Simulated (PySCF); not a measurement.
# Cl4Hf: electronic structure

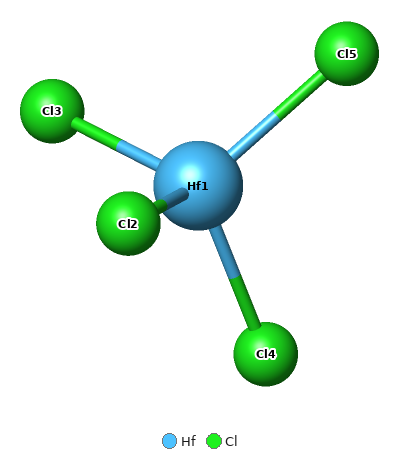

The molecule, with its atoms numbered as below. No frequency check shows the geometry to be a minimum.

Coordinates in Å:

```
Hf1     -0.0001    0.0001    0.0004
Cl2      1.2963   -1.3311   -1.2587
Cl3      1.2962    1.3310    1.2580
Cl4     -1.2961   -1.2599    1.3291
Cl5     -1.2961    1.2598   -1.3299
```

### 1. Bonding charge

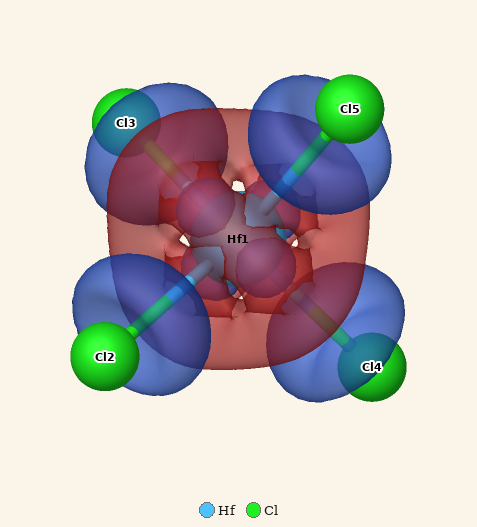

Deformation density (molecule less spherical, spin-averaged free atoms at the same positions), surfaces at ±0.04 e/Å³; blue: gain, red: loss.

Level of theory: BLYP/def2-SVP (PySCF), at a geometry from GFN2-xTB. Core potentials replace the inner electrons of Hf; spin–orbit coupling isn't included. This is a single-reference result, which may miss multireference character in this system.

**How much density has each bond gained at its critical point, relative to the free atoms?**

Hf1–Cl4, Hf1–Cl3 and Hf1–Cl5: +0.07 e/Å³ at the bond critical point (bond length 2.24 Å, Mayer order 1.4). Hf1–Cl2: +0.07 e/Å³ at the bond critical point (bond length 2.25 Å, Mayer order 1.4). In all, 0.9 electrons gather in the regions of gain relative to the promolecule. A small or negative value marks a very polar bond, one between electron-rich atoms, whose free-atom densities already overlap strongly, a long bond to a heavier atom, or a closed-shell contact such as a hydrogen bond.

**Where do the Hirshfeld charges lie?**

The highest Hirshfeld charge is on Hf1 (+0.47 e), the lowest on Cl2, Cl3, Cl4 and Cl5 (−0.12 e).

### 2. Bond critical points

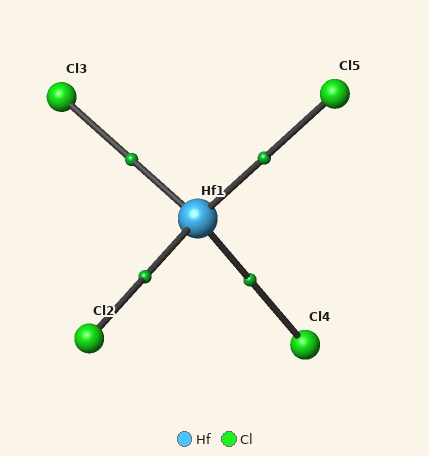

Molecular graph of the electron density (QTAIM): bond paths, bond critical points (green), ring points (magenta, if any); weak paths are dashed.

**How many critical points of each kind are there, and does the count close?**

5 nuclei, 4 bond, 0 ring and 0 cage critical points: 5 − 4 + 0 − 0 = 1, as the Poincaré–Hopf relation requires.

**What does the calculation give at each kind of bond critical point?**

```csv
bond,length (Å),ρ (a.u.),∇²ρ (a.u.),ε,H (a.u.)
Hf1–Cl4 (3 alike),2.243,0.102,+0.30,0.00,−0.028
Hf1–Cl2,2.245,0.102,+0.30,0.00,−0.028
```

**What kind of interaction is Hf1–Cl4?**

Polar or intermediate (positive Laplacian, negative energy density H): ρ = 0.102, ∇²ρ = +0.30, H = −0.028 a.u.

### 3. Electrostatic potential

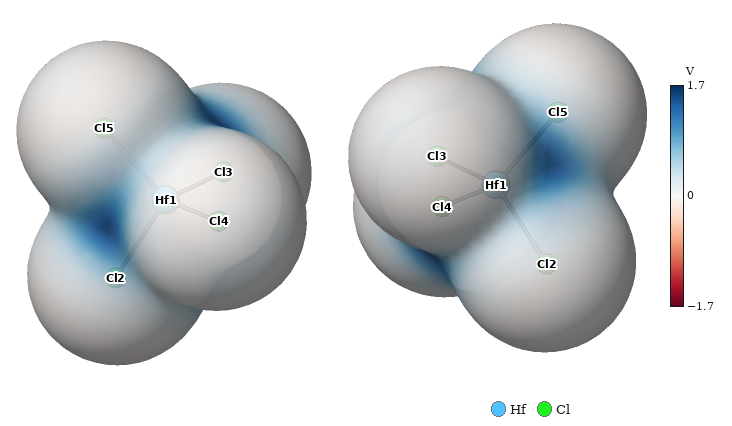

Electrostatic potential on the surface of electron density 0.001 a.u. (back view left, front view right).

**Where are the extremes of the potential on the surface?**

Highest: 1.62 V, 2.3 Å from Hf1. Further maxima include 0.03 V, 2.0 Å from Cl3. Lowest: −0.06 V, 2.1 Å from Cl2, and at like points elsewhere. The surface is sampled at points, so like sites can differ by a few per cent and only the strongest of them is named.

**What volume does the surface enclose, and what is the dipole moment?**

About 154 Å³; the dipole moment is 0.0 D.
